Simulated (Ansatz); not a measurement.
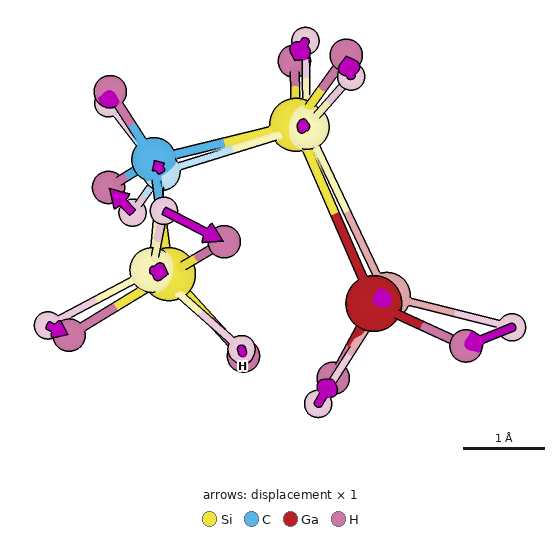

A relaxation of CH9GaSi2. The starting structure is drawn faded, the final one solid; purple arrows show the displacements, at their true length. The two geometries are superimposed by the best rigid fit.

The picture is a ball-and-stick view, seen at a tilt.

The start comes from GFN2-xTB.

Level of theory: RKS PBE0-D4/def2-TZVP (Ansatz 0.2.0).

Input file:
```yaml
crystal:
  periodic: [false, false, false]
  atoms:
    - {symbol: Si, position_ang: [-1.775870, 0.296760, 0.371070]}
    - {symbol: C, position_ang: [-0.250330, 1.146630, -0.376210]}
    - {symbol: Si, position_ang: [1.390010, 0.468260, 0.345890]}
    - {symbol: Ga, position_ang: [1.292660, -1.811730, -0.414650]}
    - {symbol: H, position_ang: [-2.953230, 0.552000, -0.462140]}
    - {symbol: H, position_ang: [-2.010240, 0.823000, 1.719280]}
    - {symbol: H, position_ang: [-1.509610, -1.158550, 0.458050]}
    - {symbol: H, position_ang: [-0.321400, 2.226640, -0.265090]}
    - {symbol: H, position_ang: [-0.237540, 0.944200, -1.450720]}
    - {symbol: H, position_ang: [2.514850, 1.289190, -0.162360]}
    - {symbol: H, position_ang: [1.379240, 0.656370, 1.814370]}
    - {symbol: H, position_ang: [0.241100, -2.352060, -1.523240]}
    - {symbol: H, position_ang: [2.240340, -3.080720, -0.054260]}
basis:
  gaussian: {orbitals: def2-TZVP}
hamiltonian: {xc: pbe0, dispersion: d4}
relax: {f_tol: 0.005, max_steps: 150}
```

Run as
```bash
ansatz run in.yaml --threads 4 --pin off --events-out ev --progress --plain --max-ram 10444MiB
```

> Atoms of which element are displaced furthest, and by how much?

Hydrogen: up to 1.66 Å, against 0.38 Å for gallium.

> What did the optimiser do to the structure, and how much energy did it gain?

The largest move after the best rigid fit is that of H13, 1.66 Å. Largest moves by element: H 1.66 Å, Ga 0.38 Å, Si 0.30 Å, C 0.19 Å. Among the contacts that change: Ga4–H7 3.007 → 2.136 Å, Si1–Ga4 3.805 → 3.191 Å, Ga4–H13 1.624 → 1.571 Å, Ga4–H12 1.621 → 1.576 Å. Bond angles that change, for instance: H12–Ga4–H13 105.7° → 118.7°, Si1–C2–Si3 112.4° → 105.3°, Si3–Ga4–H13 130.3° → 123.7°. Groups turn about Si3–Ga4 by about 55°, C2–Si3 by about 25°. Over 24 geometry steps the energy falls by 25.7 kJ/mol. Largest force component: 1.2 eV/Å at the start, 0.003 eV/Å at the end.
